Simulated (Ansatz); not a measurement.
Pressure series in SiGe

The parent structure is SiGe in the wurtzite structure (space group P6_3mc, No. 186; a = 3.904 Å, c = 6.455 Å; a model cell, its experimental status unchecked).

Cell and atoms are relaxed at each pressure.

The values are results of r2SCAN (Ansatz, a program for electronic structure, PAW, spin-orbit coupling left out), not measurements.

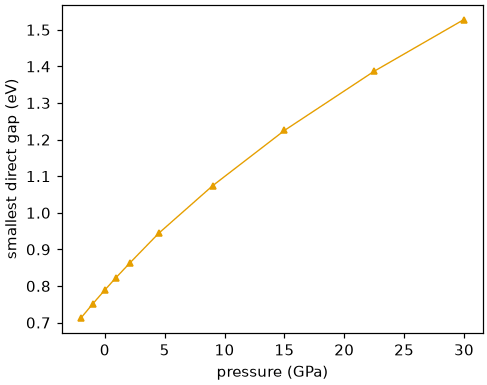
Smallest direct gap against pressure

```
pressure (GPa)  smallest direct gap
--------------  -------------------
-2                          0.71 eV
-1                          0.75 eV
0.9                         0.82 eV
2.1                         0.86 eV
4.5                         0.94 eV
9                           1.07 eV
15                          1.22 eV
22.5                        1.39 eV
30                          1.53 eV
```

Load acts through the strain it causes; cell and atoms are relaxed under it. Stability against distortions was not tested. Competing high-pressure phases were not computed.
